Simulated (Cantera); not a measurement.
Feed: 1 mol Si, 5 mol NF₃, held at 17.3 Torr.

Equilibrium computed with Cantera from the NASA thermochemical tables; the gas is ideal and each condensed phase is pure. Candidate condensed phases: Si, Si₃N₄; 16 gas species. Equilibrium is a limit: real reactors are often held back by kinetics, nucleation or transport.

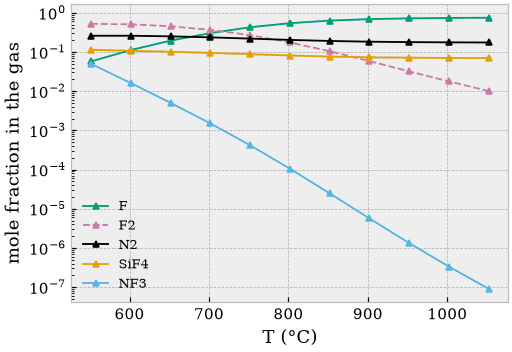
Fig. 1. Equilibrium gas composition (values under 1e-9 drawn at 1e-9)

Problem. Read off the mole fractions at 652 °C.

Solution. F₂ about 0.45, N₂ about 0.25, F about 0.19, SiF₄ about 0.10, NF₃ about 0.0050.
